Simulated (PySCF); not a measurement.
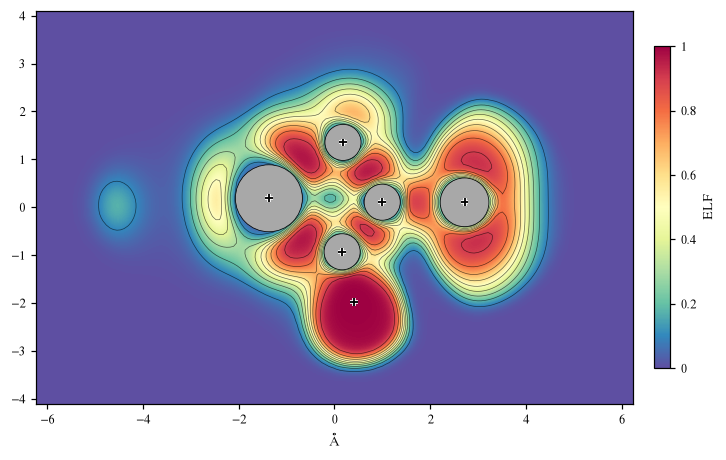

The ELF on a plane through atoms (crosses mark nuclei in the plane; grey discs cover the cores).

Method: PBE0/pcSseg-1, SCF density, gas phase, non-relativistic (PySCF 2.14.0).

Candidates:
A. C5H12BNSi (SMILES NB[Si]1(C2CC2)CC1)
B. C3H7ClSi2
C. C4H12FPSi2 (SMILES C[SiH2]/C=C(/CF)[SiH2]P)

### Which system is this?

Candidate B: C3H7ClSi2 on the plane of atoms Si2, C3 and H11, which holds Si, C, Cl and H. C–C (1.33 Å): the ELF peaks at about 0.90 between the atoms; a multiple bond. C–Cl (1.72 Å): the ELF peaks at about 0.90 between the atoms (a covalent bond).
